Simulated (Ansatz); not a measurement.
# C4H7FO: rotation by 180° about the O2–C3 bond, part 2 of 2

Aim: the minimum-energy path and barrier of the rotation by 180° about the O2–C3 bond. The ends are relaxed first, then joined by a nudged elastic band. SMILES of the start: COC(C)=CF.

Ansatz 0.2.0; RKS PBE-D4/def2-SVP. Earlier steps stand in the parts before.

### Step 6. The log goes on: band between the two ends

Output, continued, shortened:

```text
reference -9007.71547035 eV, -331.0274378864 hartree; 24, 24 occupied and 95, 95 virtual orbitals, 1329 factors
[...]
1329 factors; their error is unknown
mean field -9007.66018595 eV, -331.0254062222 hartree, gradient 8.9e-6 eV, S^2 0.000000; 0 other end points of the search recorded, 0 dependent functions left out
[...]
reference -9007.66021801 eV, -331.0254074005 hartree; 24, 24 occupied and 95, 95 virtual orbitals, 1329 factors
[...]
1329 factors; their error is unknown
[...]
mean field -9007.60040087 eV, -331.0232091612 hartree, gradient 9.1e-6 eV, S^2 0.000000; 0 other end points of the search recorded, 0 dependent functions left out
[...]
reference -9007.60043265 eV, -331.0232103289 hartree; 24, 24 occupied and 95, 95 virtual orbitals, 1329 factors
[...]
1329 factors; their error is unknown
[...]
Atom 4 at     0.191398     1.707954     0.345465 Å, force     0.009339    -0.003179    -0.011128 eV/Å
Atom 5 at    -0.169587     2.070799     1.587772 Å, force    -0.001616     0.005023     0.007369 eV/Å
Atom 6 at    -0.796116    -2.057063     1.786257 Å, force    -0.002762    -0.000250     0.001548 eV/Å
Atom 7 at    -1.095453    -1.805154     0.027379 Å, force     0.000672    -0.002021    -0.002544 eV/Å
Atom 8 at    -1.759771    -0.633277     1.232383 Å, force    -0.001947    -0.000696     0.000439 eV/Å
Atom 9 at     0.910619     0.846170    -2.059028 Å, force    -0.001112     0.000854    -0.001169 eV/Å
Atom 10 at     0.038016    -0.699385    -1.815922 Å, force     0.000792    -0.003576     0.003270 eV/Å
Atom 11 at     1.754928    -0.574163    -1.342785 Å, force     0.005031     0.000685    -0.003126 eV/Å
Atom 12 at     0.311577     2.554139    -0.349944 Å, force    -0.002542    -0.000162     0.001786 eV/Å
Dipole moment:    -0.140926    -0.140977    -0.384205 e Å
this run last wrote the band of iteration 6 to <dir>
```

It took 80 s on 2 threads of Arm Neoverse V2, shared host; peak memory 0.16 GiB.

### Step 7. What the band shows

Images 0 and 6 are the ends. Energies count from image 0; the path length is the program's own measure over all atoms.

| image | path (Å) | energy (eV) | dihedral C1–O2–C3–C5 (°) | band force (eV/Å) |
| --- | --- | --- | --- | --- |
| 0 | 0.000 | 0.0000 | -1 | - |
| 1 | 0.857 | 0.0241 | 26 | 0.010 |
| 2 | 1.713 | 0.0781 | 49 | 0.013 |
| 3 | 2.570 | 0.1362 | 75 | 0.009 |
| 4* | 3.427 | 0.1606 | 101 | 0.014 |
| 5 | 4.274 | 0.1472 | 123 | 0.008 |
| 6 | 5.122 | 0.1343 | 145 | - |

The star marks the climbing image.

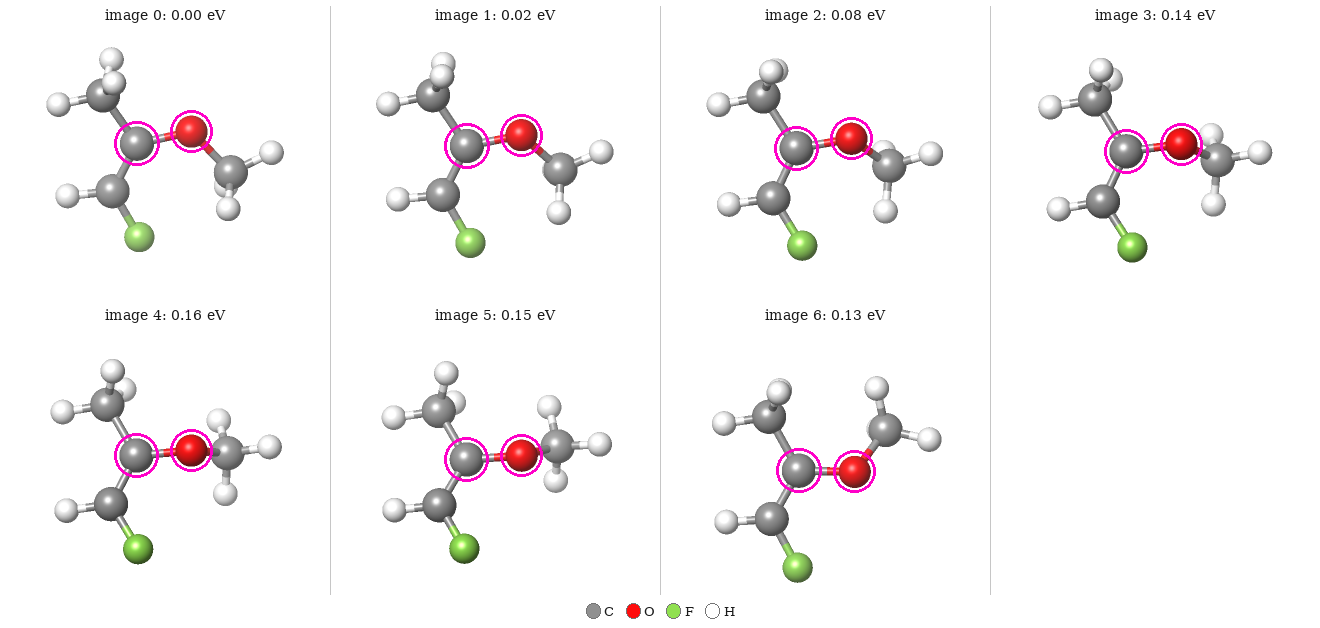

Snapshots along the band, viewed from a chosen angle. Ringed: O2, C3. Sticks join atoms closer than a bonding distance in each image.

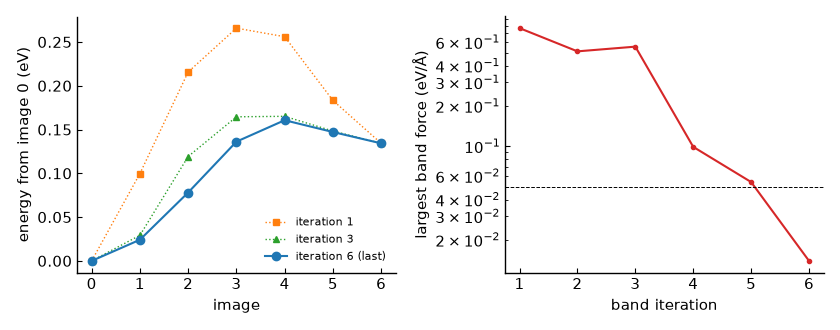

Left: energy of each image for early iterations and the last one (lines only join the points; early values far above the last band run off the scale). Right: the largest band force by iteration, with the threshold dashed.

The top of the band by iteration:

| iteration | highest image above image 0 (eV) | largest band force (eV/Å) |
| --- | --- | --- |
| 1 | 0.2658 | 0.764 |
| 2 | 0.1803 | 0.513 |
| 3 | 0.1651 | 0.556 |
| 4 | 0.1621 | 0.099 |
| 5 | 0.1609 | 0.054 |
| 6 | 0.1606 | 0.014 |

Positions of all images (Å):

```xyz
13
image=0 dE=0.0000
C    -0.986   -0.997    1.395
O     0.048   -0.967    0.418
C     0.256    0.160   -0.317
C     1.400   -0.021   -1.270
C    -0.420    1.334   -0.272
F    -1.468    1.602    0.548
H    -0.947   -2.006    1.849
H    -1.987   -0.835    0.944
H    -0.827   -0.234    2.186
H     1.580    0.887   -1.874
H     1.198   -0.871   -1.956
H     2.328   -0.268   -0.713
H    -0.154    2.181   -0.922
13
image=1 dE=0.0241
C    -1.014   -1.045    1.319
O     0.189   -0.876    0.577
C     0.335    0.218   -0.223
C     1.307   -0.040   -1.336
C    -0.271    1.423   -0.096
F    -1.129    1.751    0.902
H    -0.914   -2.010    1.851
H    -1.893   -1.095    0.638
H    -1.183   -0.233    2.053
H     1.479    0.861   -1.953
H     0.937   -0.859   -1.988
H     2.281   -0.374   -0.919
H    -0.103    2.243   -0.810
13
image=2 dE=0.0781
C    -1.017   -1.099    1.213
O     0.278   -0.793    0.706
C     0.392    0.274   -0.145
C     1.184   -0.045   -1.377
C    -0.116    1.508    0.080
F    -0.803    1.831    1.200
H    -0.892   -1.965    1.891
H    -1.704   -1.389    0.386
H    -1.470   -0.257    1.774
H     1.347    0.845   -2.013
H     0.663   -0.823   -1.976
H     2.172   -0.465   -1.094
H    -0.013    2.343   -0.630
13
image=3 dE=0.1362
C    -0.968   -1.174    1.096
O     0.343   -0.678    0.854
C     0.428    0.344   -0.064
C     1.009   -0.042   -1.390
C     0.039    1.602    0.236
F    -0.497    1.916    1.432
H    -0.874   -1.970    1.860
H    -1.413   -1.618    0.176
H    -1.651   -0.385    1.479
H     1.137    0.828   -2.062
H     0.354   -0.783   -1.899
H     1.995   -0.530   -1.246
H     0.119    2.455   -0.456
13
image=4 dE=0.1606
C    -0.892   -1.289    0.995
O     0.326   -0.558    0.976
C     0.405    0.419    0.008
C     0.796   -0.016   -1.374
C     0.191    1.708    0.345
F    -0.170    2.071    1.588
H    -0.796   -2.057    1.786
H    -1.095   -1.805    0.027
H    -1.760   -0.633    1.232
H     0.911    0.846   -2.059
H     0.038   -0.699   -1.816
H     1.755   -0.574   -1.343
H     0.312    2.554   -0.350
13
image=5 dE=0.1472
C    -0.804   -1.406    0.917
O     0.261   -0.478    1.045
C     0.357    0.479    0.065
C     0.576    0.042   -1.356
C     0.336    1.781    0.425
F     0.139    2.175    1.694
H    -0.730   -2.099    1.777
H    -0.746   -2.006   -0.021
H    -1.795   -0.899    0.950
H     0.767    0.911   -2.014
H    -0.298   -0.503   -1.771
H     1.449   -0.643   -1.419
H     0.509    2.611   -0.278
13
image=6 dE=0.1343
C    -0.521   -1.636    0.720
O    -0.244   -0.305    1.119
C     0.039    0.605    0.135
C     0.873    0.198   -1.045
C    -0.379    1.882    0.301
F    -1.120    2.267    1.355
H    -0.780   -2.191    1.640
H     0.354   -2.136    0.245
H    -1.385   -1.692    0.018
H     1.093    1.074   -1.683
H     0.366   -0.558   -1.682
H     1.840   -0.242   -0.720
H    -0.116    2.699   -0.388
```

### Step 8. Vibrations at the top

The geometry is the highest inner image of the first converged band.

input.yaml

```yaml
crystal:
  periodic: [false, false, false]
  atoms:
    - { symbol: C, position_ang: [-0.89169, -1.289135, 0.994632] }
    - { symbol: O, position_ang: [0.325608, -0.558096, 0.975775] }
    - { symbol: C, position_ang: [0.405332, 0.41863, 0.007507] }
    - { symbol: C, position_ang: [0.795541, -0.016019, -1.374491] }
    - { symbol: C, position_ang: [0.191398, 1.707954, 0.345465] }
    - { symbol: F, position_ang: [-0.169587, 2.070799, 1.587772] }
    - { symbol: H, position_ang: [-0.796116, -2.057063, 1.786257] }
    - { symbol: H, position_ang: [-1.095453, -1.805154, 0.027379] }
    - { symbol: H, position_ang: [-1.759771, -0.633277, 1.232383] }
    - { symbol: H, position_ang: [0.910619, 0.84617, -2.059028] }
    - { symbol: H, position_ang: [0.038016, -0.699385, -1.815922] }
    - { symbol: H, position_ang: [1.754928, -0.574163, -1.342785] }
    - { symbol: H, position_ang: [0.311577, 2.554139, -0.349944] }
basis:
  gaussian: { orbitals: def2-SVP }
hamiltonian:
  xc: pbe
  dispersion: d4
phonons: {}
```

The run is started by

```bash
ansatz run input.yaml --threads 2 --pin off --max-ram 3072MiB --backend cpu --events-out ev --progress --plain --runs-dir out
```

Standard output, shortened:

```text
Warning: RAYON_NUM_THREADS=2 ignored (pool sized by the plan → 2); use --threads N
[...]
Functional definition: PBE
[...]
1329 factors; their error is unknown
[...]
mean field -9007.57742653 eV, -331.0223648696 hartree, gradient 6.7e-5 eV, S^2 0.000000; 0 other end points of the search recorded, 0 dependent functions left out
[...]
reference -9007.57745732 eV, -331.0223660011 hartree; 24, 24 occupied and 95, 95 virtual orbitals, 1329 factors
[...]
1329 factors; their error is unknown
mean field -9007.57726718 eV, -331.0223590138 hartree, gradient 1.9e-6 eV, S^2 0.000000; 0 other end points of the search recorded, 0 dependent functions left out
[...]
reference -9007.57729796 eV, -331.0223601449 hartree; 24, 24 occupied and 95, 95 virtual orbitals, 1329 factors
[...]
1329 factors; their error is unknown
mean field -9007.57730616 eV, -331.0223604460 hartree, gradient 1.5e-6 eV, S^2 0.000000; 0 other end points of the search recorded, 0 dependent functions left out
[...]
WARN: phonons: modes at or below zero, which the zero-point energy, F, S and C_V leave out: 1, the lowest at -64.30 cm⁻¹. A minimum has none, and a first-order saddle one
[...]
Atom 5 at    -0.169587     2.070799     1.587772 Å, force    -0.001789     0.004999     0.007360 eV/Å
Atom 6 at    -0.796116    -2.057063     1.786257 Å, force    -0.002731    -0.000232     0.001545 eV/Å
Atom 7 at    -1.095453    -1.805154     0.027379 Å, force     0.000490    -0.002401    -0.002466 eV/Å
Atom 8 at    -1.759771    -0.633277     1.232383 Å, force    -0.001896    -0.000590     0.000346 eV/Å
Atom 9 at     0.910619     0.846170    -2.059028 Å, force    -0.001128     0.000867    -0.001145 eV/Å
Atom 10 at     0.038016    -0.699385    -1.815922 Å, force     0.000830    -0.003214     0.002954 eV/Å
Atom 11 at     1.754928    -0.574163    -1.342785 Å, force     0.005037     0.000706    -0.003129 eV/Å
Atom 12 at     0.311577     2.554139    -0.349944 Å, force    -0.002550    -0.000181     0.001710 eV/Å
Dipole moment:    -0.140925    -0.140976    -0.384205 e Å
Vibrations: -64.30 152.71 188.19 232.17 247.45 295.24 376.68 592.47 596.94 784.48 832.41 956.19 1006.86 1073.90 1126.03 1160.02 1166.36 1205.54 1301.14 1346.73 1387.71 1404.56 1409.19 1416.99 1430.65 1719.33 2920.20 2961.49 2991.40 3031.88 3072.96 3079.44 3127.75 cm⁻¹, zero-point energy 2.764542 eV
```

Run time: 1.7 min. Hardware: 2 threads of Arm Neoverse V2, shared host; peak memory 0.15 GiB.

Of 33 modes, 1 is imaginary by more than 30 cm⁻¹ (64i cm⁻¹).

### Step 9. Results

What follows sums up all 2 parts.

```
                    quantity                     value
                       end A   7 moves, 0.423 eV lower
                       end B  16 moves, 0.647 eV lower
            barrier forwards                  0.161 eV
           barrier backwards                  0.026 eV
second end relative to first                 +0.134 eV
               highest image     4 of 0 to 6, climbing
             band iterations                         6
  imaginary modes at the top                  64i cm⁻¹
```

In words: Along this path the system climbs 0.16 eV from the first end (6 kT at 300 K); with a typical attempt rate of 10^13 per second that is roughly 10^10 events a second. The second end lies 0.13 eV above the first, so the way back costs 0.026 eV. The listed dihedral goes from -1° at end A through 101° at the highest image to 145° at end B; the relaxed ends differ by 146° in it rather than the 180° set up, and other torsions can move along the band as well. One imaginary mode, as a first-order saddle point has. Zero-point energy and entropy are left out.
